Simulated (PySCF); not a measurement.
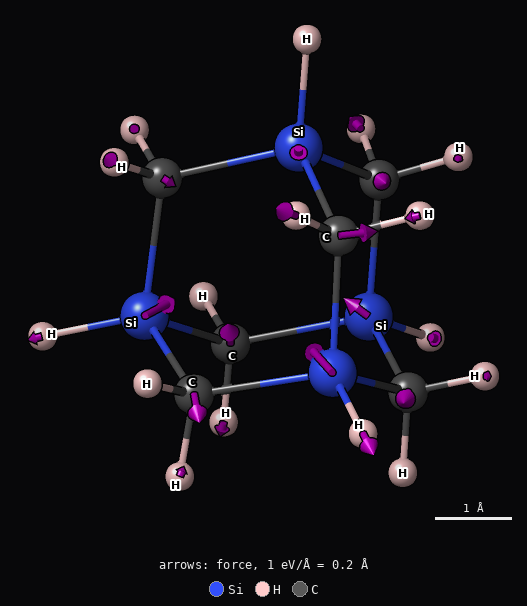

Starting geometry of C6H16Si4 with the computed forces as purple arrows. A ball-and-stick model, seen from a free direction.

The start comes from GFN2-xTB. Its atoms were then displaced at random by about 0.03 Å.

All numbers below come from PySCF, PBE0-D3(BJ)/def2-SVP geometry optimisation, gas phase. 

### Is this structure relaxed? If not, where do the atoms go?

It isn't relaxed: the largest force vector, on a Si atom, is 5.36 eV/Å. The final displacements follow the starting forces only in part (cosine between the two patterns 0.73). A Si atom moves most after the best rigid fit: 0.12 Å. Largest moves by element: Si 0.12 Å, H 0.10 Å, C 0.08 Å. Among the contacts that change: C–Si 2.044 → 1.887 Å, H–Si 1.381 → 1.500 Å, C–Si 1.995 → 1.888 Å, C–Si 1.797 → 1.887 Å. Bond angles that change, for instance: Si–C–H 100.7° → 109.4°, H–C–H 99.3° → 106.9°, Si–C–Si 118.3° → 111.5°. After 6 geometry steps the energy has fallen by 1.199 eV. The run took 93 s on 2 threads of AMD EPYC 9R45 96-Core Processor, on a shared host.
